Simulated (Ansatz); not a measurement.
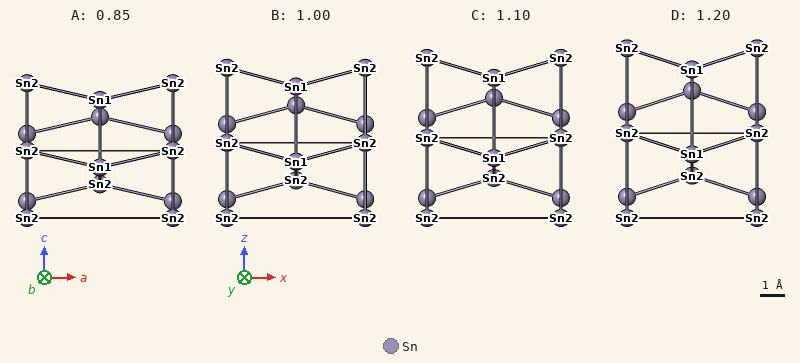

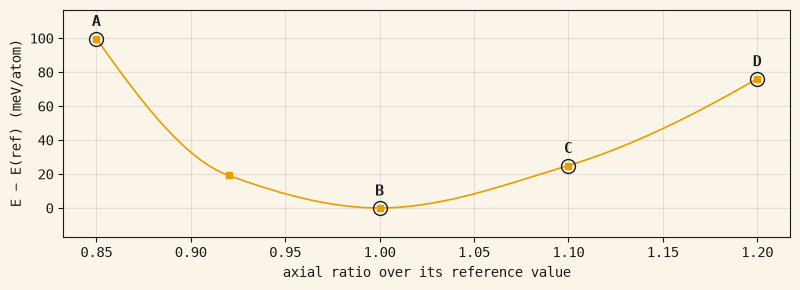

A crystal of Sn (I4_1/amd): the ratio of the cell's length along z to its lengths across, counted as 1 for the reference, is changed at fixed volume (a c/a path), with the atoms kept at their fractional coordinates. x, y and z are the Cartesian axes of the input. The lettered frames are marked on the plot. A ball-and-stick model of the conventional cell (2 times the calculation's cell), repeated 1 × 2 × 2 with one cell outlined, seen along the b axis. Lengths and directions refer to the drawn axes.

Theory: DFT LDA, scalar-relativistic, plane waves, PAW in Ansatz. Settings: plane-wave cutoff 420 eV; k-point mesh 18 × 18 × 18; occupations gaussian; smearing width 0.15 eV; no spin polarisation. Energies (free energies at the smearing named) are counted from the cell as listed in its source, which wasn't relaxed.

**Describe the profile.**

Of the computed points the lowest is at the relative ratio 1.00, 0.0 meV/atom. The end points stand at 99.8 meV/atom (0.85) and 76.1 meV/atom (1.20). The unrelaxed reference is under a pressure of −2.9 GPa. The distortion keeps the space group I4_1/amd. At the relative ratio 1.20 the cell of the drawing goes a 5.880 → 5.534 Å, b 5.880 → 5.534 Å, c 3.199 → 3.612 Å.
